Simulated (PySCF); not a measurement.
```xyz
7

C     0.4638   -0.9231   -0.7400
C     0.3134    0.1184   -1.5760
In   -2.0796   -0.8097    1.2495
O    -0.3367   -1.2901    0.2453
H     1.0556    0.3086   -2.3526
H    -0.5437    0.7960   -1.5054
H     1.3476   -1.5739   -0.8590
```

Geometry: PBE0-D3(BJ)/def2-SVP; core potentials replace the inner electrons of In.

All numbers below come from Gaussian-basis quantum chemistry of an isolated molecule with PySCF, energy and nuclear gradient, functional PBE0 in PySCF.

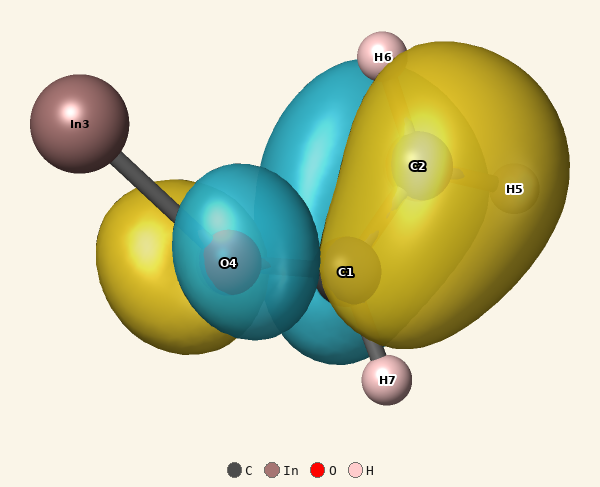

C2H3InO (SMILES C=C[O][In]). The HOMO at ±0.1 Å⁻³ᐟ² (yellow and cyan are the two phases), seen at a tilt.

Describe this orbital and give its energy.

It lies mainly on C2 (about 45 %), O4 (about 25 %) and C1 (about 20 %); it changes sign across the molecular plane (π type); π-bonding across C1–C2; π-antibonding (a node) across C1–O4. Its energy is −5.86 eV.
